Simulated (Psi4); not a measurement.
## Geometry relaxation, with input and output: COS (part 3 of 4)

COS, SMILES O=C=S; TPSS/def2-TZVP, RKS (Psi4 1.11). The geometry comes from this level: PBE0-D4/def2-TZVP.

Geometry of the input (Å):
```
O  0.9220  0.6844  0.5821
C  0.0967  0.0718  0.0611
S  -1.0187  -0.7562  -0.6432
```

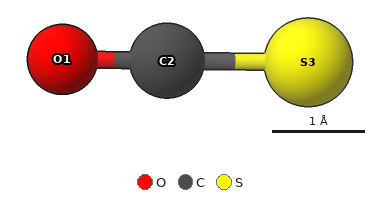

The structure as given in the input (ball-and-stick view, seen at a tilt; atoms are numbered from 1 in the order of the input).

### Output, continued
```
	        --- Internal Coordinate Step in ANG or DEG, aJ/ANG or AJ/DEG ---
	-------------------------------------------------------------------------------
	           Coordinate      Previous         Force          Change          New
	           ----------      --------        ------          ------        ------
	               R(1,2)       1.16586        0.00339        0.00020       1.16606
	               R(2,3)       1.56633       -0.00200       -0.00021       1.56612
	             L(1,2,3)     179.99988        0.00000        0.00008     179.99995
	             l(1,2,3)     180.00000       -0.00000       -0.00000     180.00000
	-------------------------------------------------------------------------------

	                                 ==> Convergence Check <==

	Measures of convergence in internal coordinates in au.

	Criteria marked as inactive (o), active & met (*), and active & unmet ( ).

	----------------------------------------------------------------------------------------------
	   Step    Total Energy     Delta E     Max Force     RMS Force      Max Disp      RMS Disp
	----------------------------------------------------------------------------------------------
	  Convergence Criteria              o    1.50e-05 *    1.00e-05 *    6.00e-05 *    4.00e-05 *
	----------------------------------------------------------------------------------------------
	     3    -511.64436341   -1.18e-05 o    4.12e-04      2.39e-04      4.06e-04      2.76e-04    ~
	----------------------------------------------------------------------------------------------

Next Geometry in Ang
	Fragment 1 (Ang)

	    O  -0.0000021372   0.0000000002   1.6900635129
	    C  -0.0000011917   0.0000000002   0.5240010570
	    S   0.0000013131  -0.0000000001  -1.0421174535

    Structure for next step:
    Molecular point group: c1
    Full point group: C_inf_v

    Geometry (in Angstrom), charge = 0, multiplicity = 1:

    O           -0.000000658437     0.000000000143     1.690033815218
    C           -0.000000658437     0.000000000150     0.523971359307
    S            0.000000576531    -0.000000000128    -1.042147151135

gradient() will perform analytic gradient computation.

  ==> Geometry <==

    Molecular point group: c1
    Full point group: C_inf_v

    Geometry (in Angstrom), charge = 0, multiplicity = 1:

       Center              X                  Y                   Z               Mass
    ------------   -----------------  -----------------  -----------------  -----------------
         O           -0.000000658437     0.000000000143     1.690033815218    15.994914619570
         C           -0.000000658437     0.000000000150     0.523971359307    12.000000000000
         S            0.000000576531    -0.000000000128    -1.042147151135    31.972071174400

  Running in c1 symmetry.

  Rotational constants: A = ************  B =      0.20140  C =      0.20140 [cm^-1]
  Rotational constants: A = ************  B =   6037.73682  C =   6037.73682 [MHz]
  Nuclear repulsion =   79.012104828411367

  Charge       = 0
  Multiplicity = 1
  Electrons    = 30
  Nalpha       = 15
  Nbeta        = 15

   => Molecular Quadrature <=

    Radial Scheme          =       TREUTLER
    Pruning Scheme         =           NONE
    Nuclear Scheme         =       TREUTLER

    Blocking Scheme        =         OCTREE
    BS radius alpha        =              1
    Pruning alpha          =              1
    Radial Points          =             99
    Spherical Points       =            590
    Total Points           =         165505
    Total Blocks           =           1285
    Max Points             =            256
    Max Functions          =             97
    Weights Tolerance      =       1.00E-15

  ==> DiskJK: Disk-Based J/K Matrices <==

    J tasked:                  Yes
    K tasked:                   No
    wK tasked:                  No
    Memory [MiB]:              732
    Schwarz Cutoff:          1E-12

  Cached 33.4% of DFT collocation blocks in 0.321 [GiB].

  Minimum eigenvalue in the overlap matrix is 7.7304565601E-04.
  Reciprocal condition number of the overlap matrix is 1.4826376993E-04.
    Using symmetric orthogonalization.

  ==> Iterations <==

                        Total Energy        Delta E     RMS |[F,P]|

   @RKS iter   0:  -511.64418585979217   -5.11644e+02   1.08399e-05
   @RKS iter   1:  -511.64436329265203   -1.77433e-04   7.17177e-06 DIIS
   @RKS iter   2:  -511.64435998936955    3.30328e-06   2.73504e-05 DIIS
   @RKS iter   3:  -511.64436355957616   -3.57021e-06   1.05397e-06 DIIS
   @RKS iter   4:  -511.64436356568586   -6.10970e-09   2.81466e-07 DIIS
   @RKS iter   5:  -511.64436356586555   -1.79682e-10   1.27935e-07 DIIS
   @RKS iter   6:  -511.64436356596337   -9.78275e-11   1.36166e-08 DIIS
   @RKS iter   7:  -511.64436356596457   -1.19371e-12   2.19089e-09 DIIS
  Energy and wave function converged.

  ==> Post-Iterations <==

   Electrons on quadrature grid:
      Ntotal   =   30.0000000013 ; deviation = 1.290e-09

    Final Occupation by Irrep:
              A
    DOCC [    15 ]
    NA   [    15 ]
    NB   [    15 ]

  @RKS Final Energy:  -511.64436356596457

   => Energetics <=

    Nuclear Repulsion Energy =             79.0121048284113670
    One-Electron Energy =                -860.8627972286091108
    Two-Electron Energy =                 309.9044161859071664
    DFT Exchange-Correlation Energy =     -39.6980873516739834
    Empirical Dispersion Energy =           0.0000000000000000
    VV10 Nonlocal Energy =                  0.0000000000000000
    Total Energy =                       -511.6443635659645679

Computation Completed

Properties will be evaluated at   0.000000,   0.000000,   0.000000 [a0]

Properties computed using the SCF density matrix

 Multipole Moments:

 ------------------------------------------------------------------------------------
     Multipole            Electronic (a.u.)      Nuclear  (a.u.)        Total (a.u.)
 ------------------------------------------------------------------------------------

 L = 1.  Multiply by 2.5417464519 to convert [e a0] to [Debye]
 Dipole X            :         -0.0000000            0.0000000            0.0000000
 Dipole Y            :          0.0000000           -0.0000000            0.0000000
 Dipole Z            :         -0.2576233           -0.0193805           -0.2770039
 Magnitude           :                                                    0.2770039

 ------------------------------------------------------------------------------------

	total time  =         15 seconds =       0.25 minutes

         ------------------------------------------------------------
                                   SCF GRAD
         ------------------------------------------------------------

  ==> Geometry <==

    Molecular point group: c1
    Full point group: C_inf_v

    Geometry (in Angstrom), charge = 0, multiplicity = 1:

       Center              X                  Y                   Z               Mass
    ------------   -----------------  -----------------  -----------------  -----------------
         O           -0.000000658437     0.000000000143     1.690033815218    15.994914619570
         C           -0.000000658437     0.000000000150     0.523971359307    12.000000000000
         S            0.000000576531    -0.000000000128    -1.042147151135    31.972071174400

  Nuclear repulsion =   79.012104828411367

   => Molecular Quadrature <=

    Radial Scheme          =       TREUTLER
    Pruning Scheme         =           NONE
    Nuclear Scheme         =       TREUTLER

    Blocking Scheme        =         OCTREE
    BS radius alpha        =              1
    Pruning alpha          =              1
    Radial Points          =             99
    Spherical Points       =            590
    Total Points           =         165505
    Total Blocks           =           1285
    Max Points             =            256
    Max Functions          =             97
    Weights Tolerance      =       1.00E-15

  -Total Gradient:
     Atom            X                  Y                   Z
    ------   -----------------  -----------------  -----------------
       1        0.000000052181     0.000000000011    -0.000059756756
       2       -0.000000091038     0.000000000010     0.000133399046
       3        0.000000038804    -0.000000000020    -0.000069433270

	total time  =         10 seconds =       0.17 minutes

    			-----------------------------------------

    			 OPTKING 3.0: for geometry optimizations

    			        with contributions from

    			-----------------------------------------

	                            ===> Fragment 1 <==

	 Z (Atomic Numbers)          Masses                          Geom
	       8.000000            15.994915         -0.00000124  0.00000000  3.19370105
	       6.000000            12.000000         -0.00000124  0.00000000  0.99016237
	      16.000000            31.972071          0.00000109 -0.00000000 -1.96937270

	 - Coordinate -           - BOHR/RAD -       - ANG/DEG -
	 R(1,2)           =         2.203539           1.166062
	 R(2,3)           =         2.959535           1.566119
	 L(1,2,3)         =         3.141592         179.999955
	 l(1,2,3)         =         3.141593         180.000000

	        --- Internal Coordinate Step in ANG or DEG, aJ/ANG or AJ/DEG ---
	-------------------------------------------------------------------------------
	           Coordinate      Previous         Force          Change          New
	           ----------      --------        ------          ------        ------
	               R(1,2)       1.16606        0.00050        0.00004       1.16610
	               R(2,3)       1.56612       -0.00058       -0.00008       1.56604
	             L(1,2,3)     179.99995        0.00000        0.00003     179.99999
	             l(1,2,3)     180.00000       -0.00000       -0.00000     180.00000
	-------------------------------------------------------------------------------

	                                 ==> Convergence Check <==

	Measures of convergence in internal coordinates in au.

	Criteria marked as inactive (o), active & met (*), and active & unmet ( ).

	----------------------------------------------------------------------------------------------
	   Step    Total Energy     Delta E     Max Force     RMS Force      Max Disp      RMS Disp
	----------------------------------------------------------------------------------------------
	  Convergence Criteria              o    1.50e-05 *    1.00e-05 *    6.00e-05 *    4.00e-05 *
	----------------------------------------------------------------------------------------------
	     4    -511.64436357   -1.53e-07 o    7.08e-05      4.68e-05      1.51e-04      8.26e-05    ~
	----------------------------------------------------------------------------------------------

Next Geometry in Ang
	Fragment 1 (Ang)

	    O  -0.0000008072   0.0000000002   1.6900306676
	    C  -0.0000003989   0.0000000001   0.5239329390
	    S   0.0000004657  -0.0000000001  -1.0421055832

    Structure for next step:
    Molecular point group: c1
    Full point group: C_inf_v

    Geometry (in Angstrom), charge = 0, multiplicity = 1:

    O           -0.000000168609     0.000000000139     1.690017033013
    C           -0.000000168609     0.000000000109     0.523919304397
    S            0.000000147635    -0.000000000111    -1.042119217729

gradient() will perform analytic gradient computation.

  ==> Geometry <==

    Molecular point group: c1
    Full point group: C_inf_v

    Geometry (in Angstrom), charge = 0, multiplicity = 1:

       Center              X                  Y                   Z               Mass
    ------------   -----------------  -----------------  -----------------  -----------------
         O           -0.000000168609     0.000000000139     1.690017033013    15.994914619570
         C           -0.000000168609     0.000000000109     0.523919304397    12.000000000000
         S            0.000000147635    -0.000000000111    -1.042119217729    31.972071174400

  Running in c1 symmetry.

  Rotational constants: A = ************  B =      0.20141  C =      0.20141 [cm^-1]
  Rotational constants: A = ************  B =   6037.98376  C =   6037.98376 [MHz]
  Nuclear repulsion =   79.013508477713742

  Charge       = 0
  Multiplicity = 1
  Electrons    = 30
  Nalpha       = 15
  Nbeta        = 15

   => Molecular Quadrature <=

    Radial Scheme          =       TREUTLER
    Pruning Scheme         =           NONE
    Nuclear Scheme         =       TREUTLER

    Blocking Scheme        =         OCTREE
    BS radius alpha        =              1
    Pruning alpha          =              1
    Radial Points          =             99
    Spherical Points       =            590
    Total Points           =         165505
    Total Blocks           =           1287
    Max Points             =            256
    Max Functions          =             97
    Weights Tolerance      =       1.00E-15

  ==> DiskJK: Disk-Based J/K Matrices <==

    J tasked:                  Yes
    K tasked:                   No
    wK tasked:                  No
    Memory [MiB]:              732
    Schwarz Cutoff:          1E-12

  Cached 33.3% of DFT collocation blocks in 0.323 [GiB].

  Minimum eigenvalue in the overlap matrix is 7.7298065852E-04.
  Reciprocal condition number of the overlap matrix is 1.4825031457E-04.
    Using symmetric orthogonalization.

  ==> Iterations <==

                        Total Energy        Delta E     RMS |[F,P]|

   @RKS iter   0:  -511.64433883382378   -5.11644e+02   3.07160e-06
   @RKS iter   1:  -511.64436355809318   -2.47243e-05   1.76681e-06 DIIS
   @RKS iter   2:  -511.64436337373496    1.84358e-07   6.63955e-06 DIIS
   @RKS iter   3:  -511.64436357345295   -1.99718e-07   3.12368e-07 DIIS
   @RKS iter   4:  -511.64436357376263   -3.09683e-10   1.70526e-07 DIIS
   @RKS iter   5:  -511.64436357393942   -1.76783e-10   4.18346e-08 DIIS
   @RKS iter   6:  -511.64436357394561   -6.19593e-12   2.02797e-09 DIIS
  Energy and wave function converged.

  ==> Post-Iterations <==

   Electrons on quadrature grid:
      Ntotal   =   30.0000000013 ; deviation = 1.253e-09

    Orbital Energies [Eh]
    ---------------------

    Doubly Occupied:

       1A    -88.390051     2A    -18.967819     3A    -10.136573
       4A     -7.771191     5A     -5.751686     6A     -5.744749
       7A     -5.744749     8A     -1.065542     9A     -0.764000
      10A     -0.502316    11A     -0.432202    12A     -0.431140
      13A     -0.431140    14A     -0.276784    15A     -0.276784

    Virtual:

      16A     -0.066236    17A     -0.066236    18A      0.010588
      19A      0.073014    20A      0.136647    21A      0.196315
      22A      0.196315    23A      0.264232    24A      0.279224
      25A      0.279224    26A      0.284215    27A      0.284215
      28A      0.371859    29A      0.406660    30A      0.406660
      31A      0.498564    32A      0.528663    33A      0.528663
      34A      0.631680    35A      0.631680    36A      0.686205
      37A      0.796549    38A      0.845158    39A      1.047969
      40A      1.047969    41A      1.131604    42A      1.347883
      43A      1.347883    44A      1.362619    45A      1.392865
      46A      1.392865    47A      1.428226    48A      1.428227
      49A      1.433600    50A      1.433600    51A      1.483200
      52A      1.605683    53A      1.605683    54A      1.738381
      55A      1.738382    56A      1.760032    57A      1.760032
      58A      1.775649    59A      1.923188    60A      1.923188
      61A      2.220370    62A      2.233921    63A      2.233921
      64A      2.321029    65A      2.591086    66A      2.597806
      67A      2.597806    68A      2.831885    69A      2.831885
      70A      2.848986    71A      2.848988    72A      2.947854
      73A      2.947855    74A      2.960895    75A      3.130817
      76A      3.130817    77A      3.317241    78A      3.773006
      79A      3.773006    80A      3.921419    81A      4.587588
      82A      5.085339    83A      5.085339    84A      5.463874
      85A      5.463874    86A      6.196066    87A      6.196068
      88A      6.296312    89A      6.296312    90A      6.400801
      91A      6.708998    92A      6.708998    93A      7.020807
      94A      8.762251    95A      8.762251    96A      9.251080
      97A     20.401922    98A     22.610454    99A     43.689460

    Final Occupation by Irrep:
              A
    DOCC [    15 ]
    NA   [    15 ]
    NB   [    15 ]

  @RKS Final Energy:  -511.64436357394561

   => Energetics <=

    Nuclear Repulsion Energy =             79.0135084777137422
    One-Electron Energy =                -860.8656781272172793
    Two-Electron Energy =                 309.9059119976035390
    DFT Exchange-Correlation Energy =     -39.6981059220455421
    Empirical Dispersion Energy =           0.0000000000000000
    VV10 Nonlocal Energy =                  0.0000000000000000
    Total Energy =                       -511.6443635739456113

Computation Completed

Properties will be evaluated at   0.000000,   0.000000,   0.000000 [a0]

Properties computed using the SCF density matrix

 Multipole Moments:

 ------------------------------------------------------------------------------------
     Multipole            Electronic (a.u.)      Nuclear  (a.u.)        Total (a.u.)
 ------------------------------------------------------------------------------------
```
